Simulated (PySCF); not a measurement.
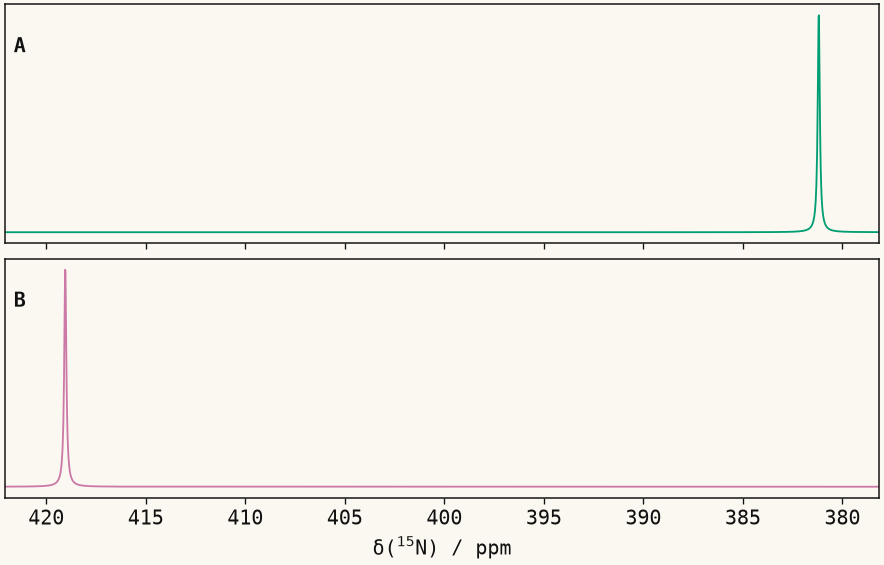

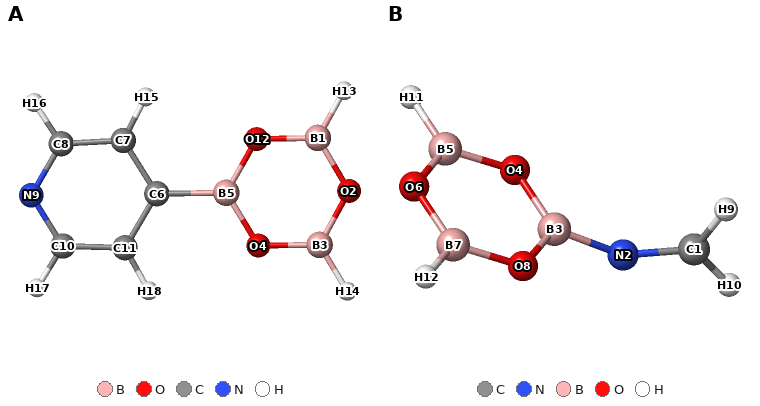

Related molecules: A is C₅H₆B₃NO₃, SMILES B1OBOB(c2ccncc2)O1; B is CH₄B₃NO₃, SMILES C=NB1OBOBO1. GIAO ¹⁵N shifts against NH₃ (¹⁵N: a single molecule, while the usual scales start at liquid NH₃ or nitromethane; multiply bonded nitrogen can come out tens of ppm too deshielded), ωB97X-D/pcSseg-2 in PySCF 2.14.0, at a PBE0-D3(BJ)/def2-SVP geometry (no frequency check); fully decoupled, line heights follow the number of nuclei within a panel, widths are arbitrary (no quadrupolar broadening); values of one conformer, averaged over methyl-type rotors and exact or near symmetry; other conformers aren't averaged in.

How does the ¹⁵N shift respond?

From A (381.2 ppm) to B (419.0 ppm) the nucleus is deshielded by 37.9 ppm.
